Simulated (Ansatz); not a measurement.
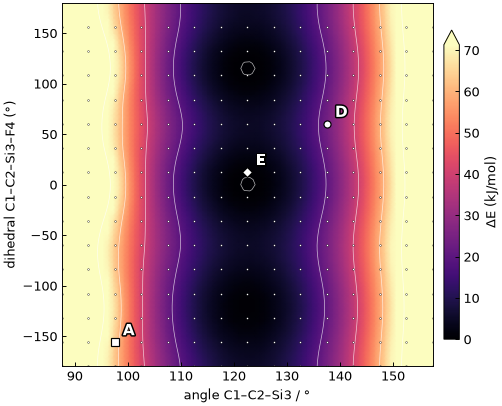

C₂H₃F₂Si, SMILES [CH]=C[SiH](F)F, spin multiplicity 2. 
- First axis: angle C1–C2–Si3. Second axis: dihedral C1–C2–Si3–F4.
- Nothing is relaxed (all other coordinates rigid).
- Grid: 15 × 15 points.
- Energies: kJ/mol, counted from the lowest grid point.
- The calculation used UHF/def2-SVP (Ansatz).

The picture shows a smooth colour map with a few white contour lines, dots at the grid points, one colour for all values above the top of the scale, lettered points. Between grid points the surface is interpolated.

### Is D the lowest point of the computed grid?

No. D lies 24 kJ/mol above the lowest grid point, which is at angle C1–C2–Si3 = 122.5°, dihedral C1–C2–Si3–F4 = 108°.

### Rank the lettered points by energy, lowest first.

E (0.27 kJ/mol), D (24 kJ/mol), A (64 kJ/mol).

### What kind of point is each of A, D, E: minimum, saddle, maximum or slope?

A: on a slope; D: on a slope; E: minimum. (In these two coordinates alone; a stationary point may lie a little off the grid point.)
